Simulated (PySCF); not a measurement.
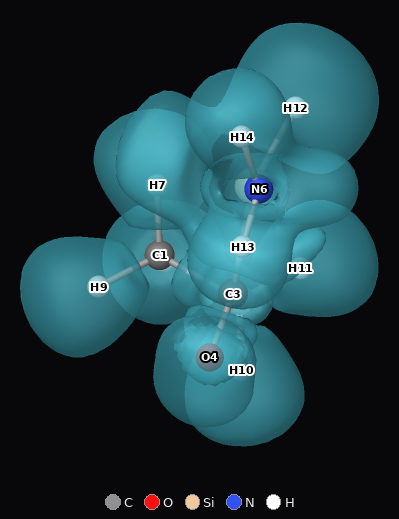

The picture shows: C3H8NOSi (doublet). Isosurface of the electron localisation function at 0.75 (cyan), seen at an oblique angle. Core shells and regions of very low density are left out.

Geometry: GFN2-xTB.

All numbers below come from UKS B3LYP, pcH-1 on C H N O Si, non-relativistic, mean-field spin-orbit, GIAO (PySCF 2.14.0, density-fitted response routines).

Input file:

```
{"job": {"kind": "epr", "basis": "pcH-1"}, "charge": 0, "multiplicity": 2}
C      1.981043     0.183750     0.702637
C      1.127069    -0.973006     0.188916
C     -0.025659    -0.461939    -0.653431
O     -0.012542    -0.517194    -1.890552
Si    -1.443753     0.384914     0.170705
N     -2.789060     0.719260    -0.833708
H      1.384932     0.851839     1.322598
H      2.812582    -0.191068     1.295480
H      2.381344     0.753999    -0.132332
H      1.735691    -1.631893    -0.433190
H      0.736814    -1.544372     1.034383
H     -1.813691     0.361435     1.571469
H     -2.673523     0.565584    -1.824171
H     -3.401924     1.498219    -0.655467
```

Command:

```sh
OMP_NUM_THREADS=1 python probes_run.py task.json out
```

Q: Where are the electrons localised?

A: The ELF exceeds this value in two regions between bonded C–C atoms (shared pairs), five regions around hydrogen nuclei, one region on O in which the atom's valence shell and bonds are merged, one joined region spread over several atoms (H, N), in which their bonds and any lone pairs are merged and one joined region spread over several atoms (H, Si), in which their bonds and any lone pairs are merged.

Values along the shortest contacts:
C–O (1.24 Å): the ELF peaks at about 0.85 between the atoms; a polar covalent bond. C–C (1.52 Å): the ELF peaks at about 0.95 between the atoms (a covalent bond).
